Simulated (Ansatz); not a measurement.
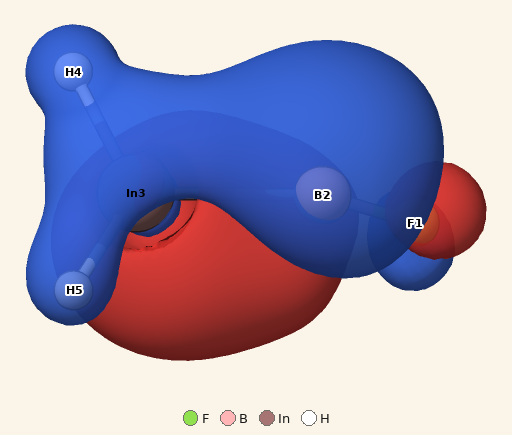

Figure. BFH$_{2}$In (doublet). One frontier orbital at ±0.08 Å⁻³ᐟ² (red and blue are the two phases), seen at a tilt.

Core potentials replace the inner electrons of In.

Level of theory: UKS BHLYP/def2-SVP (Ansatz 0.2.0).

```xyz
5

F     0.6749   -1.7304    1.8305
B     0.6137   -1.0118    0.7754
In   -0.3398    0.5797   -0.4635
H    -1.3554    0.0339   -1.7404
H     0.4066    2.1287   -0.4020
```

### Which orbital is it: HOMO (α) or LUMO (α)?

The HOMO (α), at −5.85 eV. By Hirshfeld shares it lies mainly on B2 (about 50 %), In3 (about 40 %) and F1 (about 10 %).
